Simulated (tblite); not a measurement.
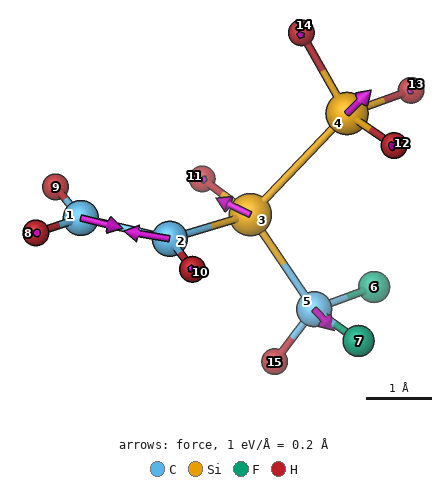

Starting geometry of C₃H₈F₂Si₂ (charge +1, multiplicity 2) with the computed forces as purple arrows. The picture is a ball-and-stick view, seen at a tilt.

The calculation used GFN2-xTB geometry optimisation, gas phase in tblite. 

Question: Is this structure relaxed? If not, where do the atoms go?

Answer: It isn't relaxed: the largest force vector, on C2, is 3.72 eV/Å. The final displacements have little in common with the starting forces (cosine between the two patterns 0.24). Over 100 geometry steps the energy falls by 0.852 eV. H9 moves most after the best rigid fit: 0.48 Å. Largest moves by element: H 0.48 Å, F 0.46 Å, Si 0.41 Å, C 0.22 Å. Near-neighbour distances that change, for instance: Si3–Si4 2.291 → 2.753 Å, Si3–C5 1.832 → 1.950 Å, C1–C2 1.421 → 1.333 Å, Si3–H11 1.496 → 1.459 Å. Among the angles between lasting bonds that change: C2–Si3–H11 106.9° → 126.9°, H12–Si4–H13 108.8° → 118.5°, H12–Si4–H14 107.1° → 116.8°. Groups turn about C2–Si3 by about 25°. The run took 0.6 s on 1 thread of Arm Neoverse V2 (shared host).
